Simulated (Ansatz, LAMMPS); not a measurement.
# Structural relaxation of glassy 57SiO2-43MgO (mol %) (59 atoms), part 3 of 3

How does glassy 57SiO2-43MgO (mol %) (59 atoms) relax, and what do bonds, charges and levels look like afterwards?

Ansatz 0.2.0; Kohn-Sham DFT, PBE, PAW (set soft_2), plane waves.

The cell: 13 Si, 10 Mg and 36 O. The quench rate of 5 K/ps far exceeds what a furnace or splat quench reaches. The starting topology of bonds comes from the classical model. Sampling is at Γ alone, for a cell whose shortest periodic width is 9 Å.

So far, density (g/cm³): step 5 (structure statistics after relaxation) 2.64.

## (6) Single point at the relaxed geometry

The electronic structure is read at the final geometry, in a run of its own.

Contents of input.yaml:

```yaml
crystal:
  lattice:
    - [9.06817, 0.0, 0.0]
    - [0.0, 9.06817, 0.0]
    - [0.0, 0.0, 9.06817]
  atoms:
    - { symbol: Si, position: [0.28646, 0.05355, 0.22545] }
    - { symbol: Si, position: [0.23606, 0.5949, 0.16849] }
    - { symbol: Si, position: [0.84041, 0.68017, 0.32866] }
    - { symbol: Si, position: [0.00948, 0.54379, 0.61724] }
    - { symbol: Si, position: [0.77511, 0.50471, 0.04878] }
    - { symbol: Si, position: [0.83039, 0.31107, 0.79376] }
    - { symbol: Si, position: [0.32741, 0.43694, 0.61472] }
    - { symbol: Si, position: [0.76694, 0.14832, 0.36666] }
    - { symbol: Si, position: [0.12547, 0.76664, 0.87203] }
    - { symbol: Si, position: [0.9145, 0.00721, 0.6769] }
    - { symbol: Si, position: [0.41887, 0.7445, 0.72124] }
    - { symbol: Si, position: [0.49756, 0.20745, 0.77744] }
    - { symbol: Si, position: [0.72264, 0.81268, 0.88452] }
    - { symbol: Mg, position: [0.2825, 0.99463, 0.6145] }
    - { symbol: Mg, position: [0.08703, 0.85426, 0.4072] }
    - { symbol: Mg, position: [0.63572, 0.92199, 0.53868] }
    - { symbol: Mg, position: [0.41125, 0.35647, 0.08159] }
    - { symbol: Mg, position: [0.58252, 0.48029, 0.32145] }
    - { symbol: Mg, position: [0.93691, 0.96795, 0.10355] }
    - { symbol: Mg, position: [0.42488, 0.76254, 0.31999] }
    - { symbol: Mg, position: [0.03228, 0.27991, 0.13574] }
    - { symbol: Mg, position: [0.4869, 0.20344, 0.43002] }
    - { symbol: Mg, position: [0.56064, 0.0379, 0.11025] }
    - { symbol: O, position: [0.87537, 0.15541, 0.22608] }
    - { symbol: O, position: [0.87796, 0.37468, 0.96148] }
    - { symbol: O, position: [0.86764, 0.549, 0.20126] }
    - { symbol: O, position: [0.62603, 0.03197, 0.34108] }
    - { symbol: O, position: [0.06704, 0.94787, 0.61106] }
    - { symbol: O, position: [0.42868, 0.4114, 0.47335] }
    - { symbol: O, position: [0.47544, 0.16682, 0.94761] }
    - { symbol: O, position: [0.88764, 0.42434, 0.66941] }
    - { symbol: O, position: [0.91438, 0.15148, 0.78729] }
    - { symbol: O, position: [0.41603, 0.57693, 0.1899] }
    - { symbol: O, position: [0.18827, 0.68184, 0.0151] }
    - { symbol: O, position: [0.27594, 0.83915, 0.78584] }
    - { symbol: O, position: [0.78341, 0.88064, 0.71919] }
    - { symbol: O, position: [0.68795, 0.30333, 0.40223] }
    - { symbol: O, position: [0.05697, 0.64918, 0.75185] }
    - { symbol: O, position: [0.49395, 0.08696, 0.63886] }
    - { symbol: O, position: [0.77623, 0.64698, 0.93663] }
    - { symbol: O, position: [0.55274, 0.78214, 0.83019] }
    - { symbol: O, position: [0.44195, 0.80894, 0.5535] }
    - { symbol: O, position: [0.38097, 0.57197, 0.72156] }
    - { symbol: O, position: [0.15504, 0.45237, 0.56479] }
    - { symbol: O, position: [0.9126, 0.83557, 0.27916] }
    - { symbol: O, position: [0.39959, 0.19768, 0.22959] }
    - { symbol: O, position: [0.62646, 0.42519, 0.09815] }
    - { symbol: O, position: [0.34342, 0.29822, 0.7319] }
    - { symbol: O, position: [0.39062, 0.91704, 0.16858] }
    - { symbol: O, position: [0.20041, 0.69684, 0.31297] }
    - { symbol: O, position: [0.00423, 0.88884, 0.9092] }
    - { symbol: O, position: [0.13678, 0.08514, 0.13262] }
    - { symbol: O, position: [0.18767, 0.42352, 0.13615] }
    - { symbol: O, position: [0.93909, 0.63996, 0.48073] }
    - { symbol: O, position: [0.65372, 0.30065, 0.766] }
    - { symbol: O, position: [0.72655, 0.93325, 0.01446] }
    - { symbol: O, position: [0.82604, 0.06838, 0.52464] }
    - { symbol: O, position: [0.66476, 0.68559, 0.36845] }
    - { symbol: O, position: [0.24987, 0.01633, 0.40086] }
kpoints:
  mp_grid: { grid: [1, 1, 1] }
hamiltonian:
  xc: pbe
scf:
  occupations: { method: fermi_dirac, width: 0.025 }
output:
  forces: true
  stress: true
  populations: true
  dos:
    method: { smearing: { sigma: 0.15 } }
    de: 0.1
    projected: { site_lists: { Mg: [Mg], O: [O], Si: [Si] } }
  eigenvalues: true
  write_density: true
  write_potential: true
  volumetric_format: npy
  elf: true
```

Started as:

```
$ ansatz run input.yaml --threads 4 --pin off --max-ram 8192MiB --backend cpu --events-out ev --progress --plain --runs-dir out
```

Numbers of over 12 decimals in the logs are rounded to 6 here.

Output:

```text
[...]
Crystal: 59 atoms, lattice volume = 745.691 Å³
Basis set: ecut = 420 eV, 14531 PW (Γ), exchange–correlation on 128×128×128 points (8 copies of the dense FFT grid, shifted against one another)
Bands: 243, of which v1, the nominal top of the filled ones, is band 184 counted from 1 (183 counted from 0)
Symmetry: 1 space group operations
[...]
k-points: 1
[...]
SCF iter   1: F=—  HF=-47999.490102 eV  |F-HF|=—  |Δ(HF+E_count)|=         —  Δρ=1.88e-3  dr2=2.81e-2  ethr=1.77e-3  ⟨swp⟩=6.0  Hψ=1090  notcnv=0  defer=18
[...]
SCF iter   8: F=-47999.494095 eV  HF=-47999.494095 eV  |F-HF|=1.52e-8  |Δ(HF+E_count)|=   5.19e-7  Δρ=3.63e-6  dr2=9.23e-8  ethr=2.72e-11  ⟨swp⟩=18.0  Hψ=2029  notcnv=0
SCF 1 converged in 8 iterations: F = -47999.494095 eV  dr2 = 9.23e-8
[...]
SCF converged after 8 iterations
Free energy (F): -47999.494095 eV
[...]
Internal energy: -47999.494095 eV  (E = F + TS)
E sigma→0 (E₀):  -47999.494095 eV
Fermi energy:    5.981991 eV
[...]
--- Forces (eV/Å), atoms counted from 1 ---
  atom   1  Si    -0.00113976    -0.00249024     0.00867731
  atom   2  Si     0.00260290    -0.01689736     0.00953247
  atom   3  Si    -0.00980901    -0.00409694    -0.00216383
  atom   4  Si    -0.00387202    -0.00713141     0.00175682
  atom   5  Si    -0.00745706    -0.01316088    -0.00093759
  atom   6  Si    -0.00857921    -0.00840874    -0.00091743
  atom   7  Si     0.00266563     0.00144909    -0.00335870
  atom   8  Si     0.00586417    -0.00207807    -0.00775710
  atom   9  Si     0.00081840     0.00582063    -0.02449737
  atom  10  Si    -0.00210586     0.00363094    -0.01967877
  atom  11  Si     0.00358153    -0.00623481     0.00097957
  atom  12  Si     0.00087972    -0.00089712    -0.00241619
  atom  13  Si    -0.00606699     0.00407688     0.00491884
  atom  14  Mg     0.00087014     0.00352277     0.00333950
[...]
atom  58  O     -0.00260793     0.00884508    -0.00015496
  atom  59  O      0.00289037    -0.00318551    -0.01222369
  max |Σ_I F_I| component: 1.67e-4 eV/Å
--- Stress (GPa, compression-positive) ---
        1.715715      -0.708911      -1.156953
       -0.708907       0.642157      -0.075368
       -1.156953      -0.075368      -2.394559
  P = ⅓ Tr σ = -0.0122 GPa (-0.122 kbar)
--- Band table (eV) ---
[...]
--- Löwdin populations: 59 sites ---
  site symbol       q [e]
     0     Si      2.4560
     1     Si      2.3862
     2     Si      2.3679
[...]
58      O      7.1005
  spilling = 0.010890 (of n_electrons = 368.000000)
```

Elapsed: 3.8 s, on 4 threads of Intel Xeon 6975P-C (Granite Rapids), shared host; peak memory 0.91 GiB; 13 s of CPU time.

The run gave:

```
free energy                                      : -47999.4941 eV
free energy per atom                             : -813.5507 eV/atom
SCF cycles                                       : 8
pressure                                         : -0.01223 GPa
r.m.s. force component                           : 0.00637 eV/Å
longest force                                    : 0.02519 eV/Å
Fermi energy                                     : 5.982 eV
gap (highest filled to lowest empty level) : 3.797 eV
spilling of the projection                       : 0.01089
```

Löwdin charges by element and coordination (they lack the spilled electrons, 0.068 e an atom on average):

| element | coordination | atoms | mean charge (e) | spread | least | most |
| --- | --- | --- | --- | --- | --- | --- |
| Mg | all | 10 | 1.63 | 0.0115 | 1.62 | 1.65 |
| Mg | 4 | 1 | 1.65 | 0 | 1.65 | 1.65 |
| Mg | 5 | 9 | 1.63 | 0.0102 | 1.62 | 1.65 |
| O | all | 36 | -0.946 | 0.124 | -1.11 | -0.783 |
| O | 2 | 12 | -0.809 | 0.0414 | -0.941 | -0.783 |
| O | 3 | 19 | -0.995 | 0.0912 | -1.10 | -0.821 |
| O | 4 | 5 | -1.09 | 0.0183 | -1.11 | -1.07 |
| Si | all | 13 | 1.67 | 0.0645 | 1.54 | 1.77 |

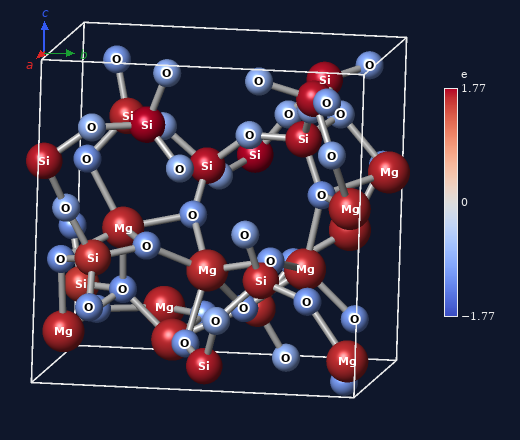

Atoms coloured by Löwdin charge. Bonds to atoms that aren't drawn are left out. Some periodic images of atoms are drawn too.

Density of states as counts of states in windows of 1 eV (from the Fermi level), total and the larger projections:

| from (eV) | to (eV) | total | O p | Si p |
| --- | --- | --- | --- | --- |
| -18 | -17 | 0.6 | 0.0 | 0.1 |
| -17 | -12 | 0.0 | 0.0 | 0.0 |
| -12 | -11 | 3.2 | 2.1 | 0.2 |
| -11 | -10 | 7.3 | 4.9 | 0.5 |
| -10 | -9 | 7.3 | 5.1 | 0.9 |
| -9 | -8 | 11.3 | 8.5 | 1.8 |
| -8 | -7 | 14.2 | 10.9 | 1.6 |
| -7 | -6 | 26.2 | 20.9 | 2.6 |
| -6 | -5 | 36.1 | 31.2 | 2.4 |
| -5 | -4 | 39.4 | 36.7 | 1.1 |
| -4 | -3 | 43.4 | 41.5 | 0.7 |
| -3 | -2 | 25.1 | 24.2 | 0.3 |
| -2 | -1 | 2.5 | 2.4 | 0.0 |
| -1 | 1 | 0.0 | 0.0 | 0.0 |
| 1 | 2 | 1.8 | 0.0 | 0.0 |
| 2 | 3 | 0.2 | 0.0 | 0.0 |
| 3 | 4 | 2.3 | 0.3 | 0.3 |
| 4 | 5 | 10.6 | 1.2 | 2.1 |

Between -26 and -18 eV lie 71 more states.

The stored curve holds about 288 of the 368 electrons; the rest, give or take the few that broadening carries across the Fermi level, lie in deeper levels below its range.

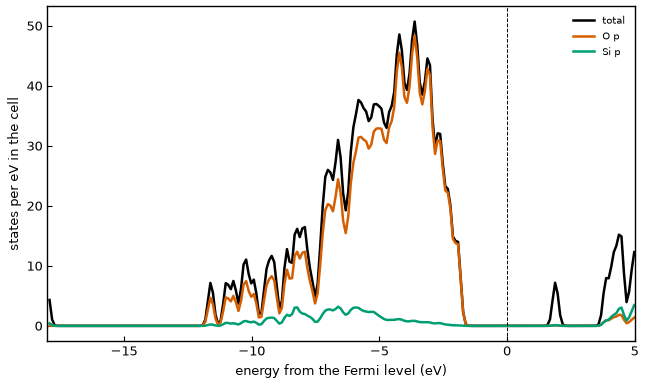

Total and projected density of states, with the broadening of the input.

The levels nearest the highest filled one (over half full), pooled over k-points and spins:

| level less the highest filled one (eV) | occupation |
| --- | --- |
| -0.530 | 2 |
| -0.418 | 2 |
| -0.368 | 2 |
| -0.276 | 2 |
| -0.0759 | 2 |
| 0 | 2 |
| 3.80 | 0 |
| 5.77 | 0 |
| 6.02 | 0 |
| 6.17 | 0 |
| 6.34 | 0 |
| 6.40 | 0 |

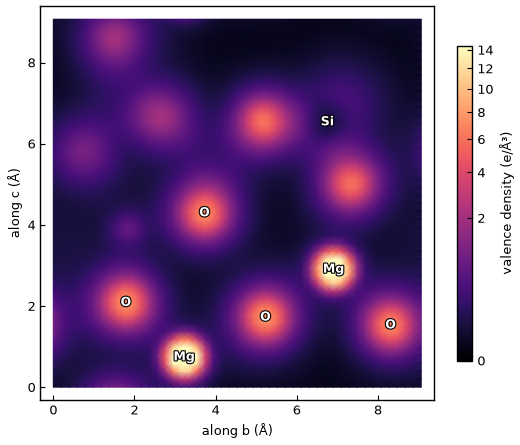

Valence density in the bc plane at fractional x = 0.411, with atoms of Si and Mg and O within 0.2 Å of it. It is the smooth field of the valence electrons, not physical close to the nuclei. The colour scale is stretched toward low values.

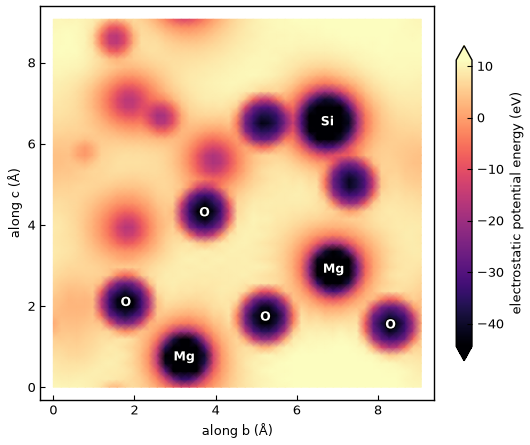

Electrostatic potential energy in the bc plane at fractional x = 0.411, with atoms of Si and Mg and O within 0.2 Å of it. With pseudopotentials it is smooth inside the atoms' cores, unlike the true potential.

Mean Löwdin charges: Mg +1.63, O -0.95, Si +1.67 e (they miss 1.1 % of the electrons, so they add up to more than the cell's charge).

Local excerpt of 17 atoms (numbers count through the whole input) about O27, which has 4 bonded neighbours where the commonest count for O is 3; x, y, z are measured from there.

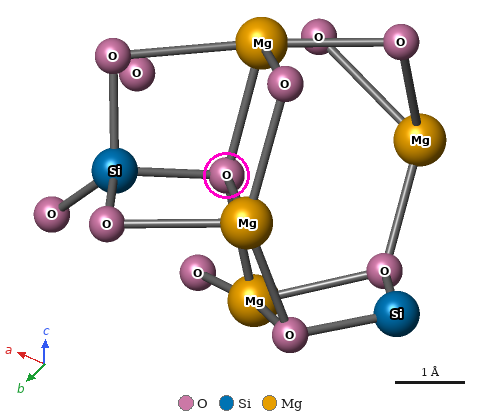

The atoms of the table, within 3.3 Å (arrows a, b, c point along x, y, z); some may hide others; the central atom is ringed.

| atom | x | y | z | distance (Å) | bonds | Löwdin charge (e) |
| --- | --- | --- | --- | --- | --- | --- |
| O27 | 0.00 | 0.00 | 0.00 | 0.00 | 4 | -1.10 |
| Si8 | 1.28 | 1.06 | 0.23 | 1.67 | 4 | 1.58 |
| Mg16 | 0.09 | -1.00 | 1.79 | 2.05 | 5 | 1.64 |
| Mg22 | -1.26 | 1.55 | 0.81 | 2.16 | 5 | 1.62 |
| Mg23 | -0.59 | 0.05 | -2.09 | 2.18 | 5 | 1.64 |
| O57 | 1.81 | 0.33 | 1.66 | 2.48 | 3 | -0.87 |
| O37 | 0.56 | 2.46 | 0.55 | 2.58 | 3 | -1.05 |
| O24 | 2.26 | 1.12 | -1.04 | 2.73 | 3 | -1.05 |
| O46 | -2.05 | 1.50 | -1.01 | 2.74 | 4 | -1.11 |
| O49 | -2.13 | -1.04 | -1.56 | 2.84 | 3 | -1.07 |
| O39 | -1.20 | 0.50 | 2.70 | 3.00 | 4 | -1.07 |
| Mg20 | -1.82 | -2.44 | -0.19 | 3.06 | 5 | 1.62 |
| O58 | 0.35 | -3.14 | 0.25 | 3.17 | 3 | -1.03 |
| O45 | 2.60 | -1.78 | -0.56 | 3.20 | 3 | -1.05 |
| O56 | 0.91 | -0.90 | -2.96 | 3.23 | 3 | -1.04 |
| O42 | -1.67 | -2.02 | 1.93 | 3.25 | 4 | -1.07 |
| Si1 | -3.08 | 0.20 | -1.05 | 3.26 | 4 | 1.54 |

The column of bonds counts only the pairs O-Si within 2.08 Å, O-Mg within 2.58 Å; other neighbours, such as metal atoms beside each other in a compound, aren't counted, and periodic images can show an atom twice.

## (7) A repeat

The input is that of the reference in all keys that bear on the result, so the run is a repeat.

Contents of input.yaml:

```yaml
crystal:
  lattice:
    - [9.06817, 0.0, 0.0]
    - [0.0, 9.06817, 0.0]
    - [0.0, 0.0, 9.06817]
  atoms:
    [... the 59 atom lines of step 3 ...]
kpoints:
  mp_grid: { grid: [1, 1, 1], shift: [0.0, 0.0, 0.0] }
hamiltonian:
  xc: pbe
scf:
  occupations: { method: fermi_dirac, width: 0.025 }
output:
  forces: true
  stress: true
  populations: true
  dos:
    method: { smearing: { sigma: 0.08 } }
    de: 0.1
    projected: { site_lists: { Mg: [Mg], O: [O], Si: [Si] } }
  eigenvalues: true
```

Output:

```text
[...]
Crystal: 59 atoms, lattice volume = 745.691 Å³
Basis set: ecut = 420 eV, 14531 PW (Γ), exchange–correlation on 128×128×128 points (8 copies of the dense FFT grid, shifted against one another)
Bands: 243, of which v1, the nominal top of the filled ones, is band 184 counted from 1 (183 counted from 0)
Symmetry: 1 space group operations
[...]
k-points: 1
[...]
SCF iter   1: F=—  HF=-47994.588952 eV  |F-HF|=—  |Δ(HF+E_count)|=         —  Δρ=2.17e-3  dr2=4.24e-2  ethr=1.77e-3  ⟨swp⟩=6.0  Hψ=1080  notcnv=0  defer=22
[...]
SCF iter   9: F=-47994.590272 eV  HF=-47994.590272 eV  |F-HF|=4.42e-9  |Δ(HF+E_count)|=   3.91e-8  Δρ=1.92e-6  dr2=2.51e-8  ethr=2.72e-11  ⟨swp⟩=13.0  Hψ=1288  notcnv=0
SCF 1 converged in 9 iterations: F = -47994.590272 eV  dr2 = 2.51e-8
[...]
SCF converged after 9 iterations
Free energy (F): -47994.590272 eV
[...]
Internal energy: -47994.590272 eV  (E = F + TS)
E sigma→0 (E₀):  -47994.590272 eV
Fermi energy:    5.945463 eV
[...]
--- Forces (eV/Å), atoms counted from 1 ---
  atom   1  Si     1.05403968    -2.02327834     4.14180809
  atom   2  Si     0.74831784     1.91483263    -0.32128563
  atom   3  Si    -0.07013122     0.41572026     0.90655496
  atom   4  Si     3.18953729     0.67856899     2.53158575
  atom   5  Si     0.38230779     2.49606234     0.64003787
  atom   6  Si    -2.68150787    -0.52343572    -1.18496728
  atom   7  Si    -0.94443197    -2.42419866    -2.68285278
  atom   8  Si    -2.40409573    -0.70841279     2.53535911
  atom   9  Si    -2.97441965    -1.81118752    -1.67892807
  atom  10  Si    -0.55133565    -2.01550562     1.54540966
  atom  11  Si    -1.15479364     0.18263734    -1.25630549
  atom  12  Si    -2.48328864    -1.69979978    -0.48053899
  atom  13  Si     0.18508395    -1.08054250    -3.35000746
  atom  14  Mg    -0.08909993    -0.18836357    -0.03849869
[...]
atom  58  O     -1.28075749     0.26192870     0.24228548
  atom  59  O     -0.35216069    -0.70971939     0.06607659
  max |Σ_I F_I| component: 1.53e-4 eV/Å
--- Stress (GPa, compression-positive) ---
        6.588502       0.637035      -1.491564
        0.637036       6.985977       0.738129
       -1.491566       0.738126       2.484028
  P = ⅓ Tr σ = 5.3528 GPa (53.528 kbar)
--- Band table (eV) ---
[...]
--- Löwdin populations: 59 sites ---
  site symbol       q [e]
     0     Si      2.4051
     1     Si      2.3583
     2     Si      2.3430
[...]
58      O      7.0997
  spilling = 0.011088 (of n_electrons = 368.000000)
```

It took 3.1 s on 4 threads; peak memory 0.91 GiB; 10 s of CPU time.

Geometry and reference: those of the single point at the start.

Forces differ from those of the single point at the start by 0 meV/Å r.m.s., 0 % of their size.

## (8) Summary of results

| Item | Value |
| --- | --- |
| energy change in the relaxation | -83.12 meV/atom |
| r.m.s. displacement | 0.192 Å |
| largest displacement | 0.42 Å |
| free energy per atom | -813.5507 eV/atom |
| pressure | -0.01223 GPa |
| r.m.s. force component | 0.00637 eV/Å |
| gap (highest filled to lowest empty level) | 3.797 eV |
| wall time of the 4 DFT runs | 22 s |

In words: Relaxation lowers the energy by 83.1 meV/atom and moves atoms by 0.19 Å r.m.s.; the r.m.s. force component goes from 1.4 to 0.0064 eV/Å, the pressure goes from 5.4 to -0.012 GPa, and the gap from 3.70 to 3.80 eV. By the final cutoffs 0 of 99 bonded pairs parted and 2 joined. From the first step to the last the energy fell by 4.904 eV, and the largest move was 0.42 Å (O56). The O-Mg bonds go from 2.122 Å (spread 0.128) to 2.093 Å (spread 0.112), and their number from 47 to 49. With the cutoffs above, 90 % of Mg atoms have 5, 53 % of O atoms have 3 and all Si atoms have 4 bonded neighbours. 44 % of the oxygens bridge two formers (Si) and 56 % are non-bridging. The highest filled and lowest empty levels differ by 3.80 eV (at Γ alone); a semilocal functional tends to put such gaps too low. In a disordered cell it changes from sample to sample, and tail or defect levels can set it.

What to keep in mind: The starting topology of bonds comes from the classical model; in DFT 0 of its 99 bonded pairs passed out of the cutoffs and 2 came within them. The stress is far from hydrostatic: its diagonal is 1.7, 0.6, -2.4 GPa, compression counted positive.

[Logs are printed without paths, hosts, clocks, repeated set-up lines and the standing remarks that a program may print on its own settings, such as how far it seeks lower states.]

[Hosts, paths, dates, database ids (printed as entryN), source tags and the programs' standing remarks are cut or masked in the printed files.]
